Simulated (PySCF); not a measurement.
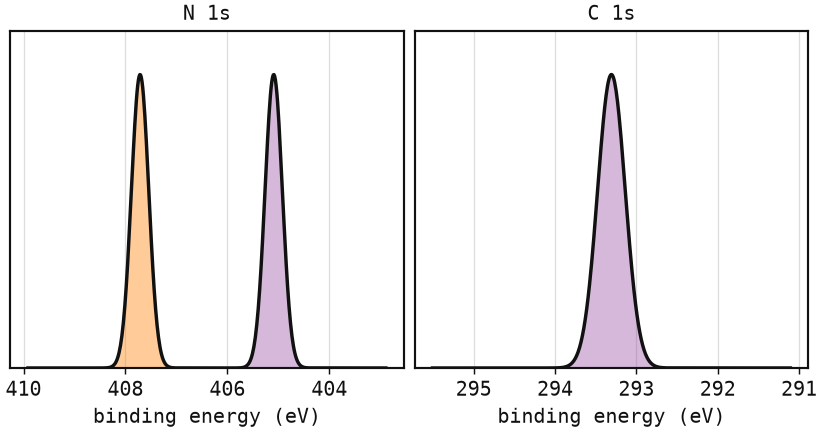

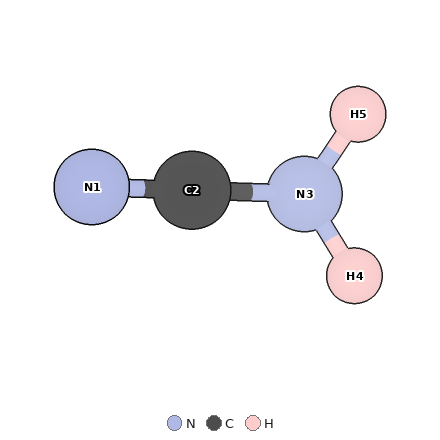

Simulated XPS of CH₂N₂, SMILES N#CN. Vertical core-electron binding energies by ΔSCF (SCAN, pcX-2 on the ionised atom, pcseg-1 elsewhere, spin-free X2C; PySCF 2.14.0, at a PBE0-D3(BJ)/def2-SVP geometry (no frequency check)), gas phase, against the vacuum level. One atom of each kind was ionised; within a panel, areas follow the number of like atoms, each panel is scaled alone, Gaussians of 0.4 eV full width. Only the regions named are shown.

Which atoms give which peak?

```tsv
level	atoms	binding energy (eV)
N 1s	N3	407.7
N 1s	N1	405.1
C 1s	C2	293.3
```

How large is the chemical shift across the N 1s region?

2.6 eV, from N1 at 405.1 eV to N3 at 407.7 eV.
